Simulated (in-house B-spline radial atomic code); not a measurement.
**Cs³⁺: excited configurations in jj coupling**

Aim: the energies of several excited configurations of Cs³⁺ above a reference configuration, each from its own self-consistent run.

Method: Dirac-Hartree-Fock, average of configuration, Fermi nucleus, basis-set limit. Code: in-house B-spline radial atomic code version 1.

## (1) The atom as given

```
element       : caesium (Z = 55)
charge        : +3
electrons     : 52
configuration : 1s2 2s2 2p6 3s2 3p6 3d10 4s2 4p6 4d10 5s2 5p-2 5p+2
Hamiltonian   : Dirac-Coulomb
nucleus       : Fermi, rms radius 4.804 fm
```

In configurations, a minus sign after the shell means j = l − 1/2 and a plus sign j = l + 1/2; the count of electrons follows.

Settings, as recorded:

```ini
Z = 55
electrons = 52.0
configuration = 1s2 2s2 2p6 3s2 3p6 3d10 4s2 4p6 4d10 5s2 5p-2 5p+2
hamiltonian = dirac
method = hf
spin_polarised = False
nucleus = fermi
rms_radius = 4.8041
mass_number = 133
atomic_mass = 132.905451958
speed_of_light = 137.035999084
```

The reference is known from an earlier run: -7784.632214 hartree in all. Up to eight levels, counted from the top:

```
orbital  occupation  energy (eV)  <r> (bohr)
  4s1/2           2      -283.06      0.6945
  4p1/2           2      -226.93      0.7208
  4p3/2           4      -212.34      0.7476
  4d3/2           4      -119.01      0.8282
  4d5/2           6      -116.48      0.8371
  5s1/2           2      -61.049       1.696
  5p1/2           2      -45.720       1.889
  5p3/2           2      -44.062       1.952
```

## (2) 1s2 2s2 2p6 3s2 3p6 3d10 4s2 4p6 4d-4 4d+5 5s2 5p-2 5p+2 8f+1

Settings, as recorded:

```ini
Z = 55
electrons = 52.0
configuration = 1s2 2s2 2p6 3s2 3p6 3d10 4s2 4p6 4d-4 4d+5 5s2 5p-2 5p+2 8f+1
hamiltonian = dirac
method = hf
spin_polarised = False
nucleus = fermi
rms_radius = 4.8041
mass_number = 133
atomic_mass = 132.905451958
speed_of_light = 137.035999084
```

## (3) Run with 1s2 2s2 2p6 3s2 3p6 3d10 4s2 4p-2 4p+3 4d10 5s2 5p-2 5p+2 9f+1

Settings: those of step 2 with these lines changed.

```diff
@@ -2,3 +2,3 @@
 electrons = 52.0
-configuration = 1s2 2s2 2p6 3s2 3p6 3d10 4s2 4p6 4d-4 4d+5 5s2 5p-2 5p+2 8f+1
+configuration = 1s2 2s2 2p6 3s2 3p6 3d10 4s2 4p-2 4p+3 4d10 5s2 5p-2 5p+2 9f+1
 hamiltonian = dirac
```

## (4) Run with 1s2 2s2 2p6 3s2 3p6 3d10 4s2 4p6 4d10 5s2 5p-1 5p+2 6s1

Settings: those of step 3 with these lines changed.

```diff
@@ -2,3 +2,3 @@
 electrons = 52.0
-configuration = 1s2 2s2 2p6 3s2 3p6 3d10 4s2 4p-2 4p+3 4d10 5s2 5p-2 5p+2 9f+1
+configuration = 1s2 2s2 2p6 3s2 3p6 3d10 4s2 4p6 4d10 5s2 5p-1 5p+2 6s1
 hamiltonian = dirac
```

## (5) 1s2 2s2 2p6 3s2 3p6 3d10 4s2 4p6 4d-4 4d+5 5s2 5p-1 5p+3 5g+1

Settings: those of step 4 with these lines changed.

```diff
@@ -2,3 +2,3 @@
 electrons = 52.0
-configuration = 1s2 2s2 2p6 3s2 3p6 3d10 4s2 4p6 4d10 5s2 5p-1 5p+2 6s1
+configuration = 1s2 2s2 2p6 3s2 3p6 3d10 4s2 4p6 4d-4 4d+5 5s2 5p-1 5p+3 5g+1
 hamiltonian = dirac
```

## (6) Configuration 1s2 2s2 2p6 3s2 3p6 3d10 4s2 4p-2 4p+3 4d10 5s2 5p-2 5p+2 5f-1

Settings: those of step 5 with these lines changed.

```diff
@@ -2,3 +2,3 @@
 electrons = 52.0
-configuration = 1s2 2s2 2p6 3s2 3p6 3d10 4s2 4p6 4d-4 4d+5 5s2 5p-1 5p+3 5g+1
+configuration = 1s2 2s2 2p6 3s2 3p6 3d10 4s2 4p-2 4p+3 4d10 5s2 5p-2 5p+2 5f-1
 hamiltonian = dirac
```

## (7) Configuration 1s2 2s2 2p6 3s2 3p6 3d10 4s2 4p-1 4p+4 4d10 5s2 5p-1 5p+3 6f-1

Settings: those of step 6 with these lines changed.

```diff
@@ -2,3 +2,3 @@
 electrons = 52.0
-configuration = 1s2 2s2 2p6 3s2 3p6 3d10 4s2 4p-2 4p+3 4d10 5s2 5p-2 5p+2 5f-1
+configuration = 1s2 2s2 2p6 3s2 3p6 3d10 4s2 4p-1 4p+4 4d10 5s2 5p-1 5p+3 6f-1
 hamiltonian = dirac
```

Q: How far above the reference does each configuration lie (order and size, in eV)?

**Answer**, as computed:

| net move | configuration | energy above the reference (eV) | with Breit, QED, recoil (eV) | largest <r> (bohr) |
| --- | --- | --- | --- | --- |
| 5p1/2 → 6s | 1s2 2s2 2p6 3s2 3p6 3d10 4s2 4p6 4d10 5s2 5p-1 5p+2 6s1 | 22.290 | 22.267 | 3.68 |
| 4d5/2, 5p1/2 → 5g9/2, 5p3/2 | 1s2 2s2 2p6 3s2 3p6 3d10 4s2 4p6 4d-4 4d+5 5s2 5p-1 5p+3 5g+1 | 106.12 | 106.15 | 6.81 |
| 4d5/2 → 8f7/2 | 1s2 2s2 2p6 3s2 3p6 3d10 4s2 4p6 4d-4 4d+5 5s2 5p-2 5p+2 8f+1 | 108.53 | 108.59 | 17.8 |
| 4p3/2 → 5f5/2 | 1s2 2s2 2p6 3s2 3p6 3d10 4s2 4p-2 4p+3 4d10 5s2 5p-2 5p+2 5f-1 | 195.40 | 195.22 | 4.91 |
| 4p3/2 → 9f7/2 | 1s2 2s2 2p6 3s2 3p6 3d10 4s2 4p-2 4p+3 4d10 5s2 5p-2 5p+2 9f+1 | 204.78 | 204.61 | 23.4 |
| 4p1/2, 5p1/2 → 5p3/2, 6f5/2 | 1s2 2s2 2p6 3s2 3p6 3d10 4s2 4p-1 4p+4 4d10 5s2 5p-1 5p+3 6f-1 | 215.57 | 215.20 | 8.43 |

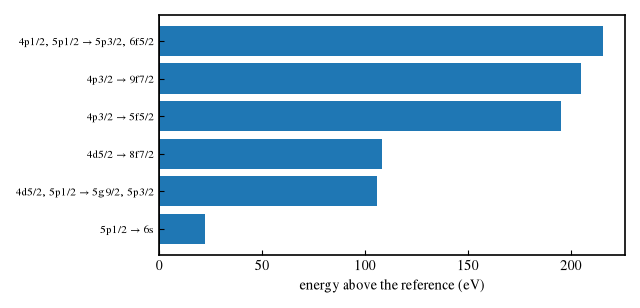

The configurations in order of energy, labelled by the net move of electrons.

The energies run from 22.290 eV (5p1/2 → 6s) to 215.57 eV (4p1/2, 5p1/2 → 5p3/2, 6f5/2). Koopmans' estimate of the ionisation threshold is 44.062 eV; 5 configurations exceed it by over 2 % and could autoionise. Two partly filled shells share a symmetry and can mix in the average, which may lower the energy, for: 4p3/2 → 5f5/2; 4p3/2 → 9f7/2; 4p1/2, 5p1/2 → 5p3/2, 6f5/2. These are averages over configurations, without correlation, not spectroscopic levels.
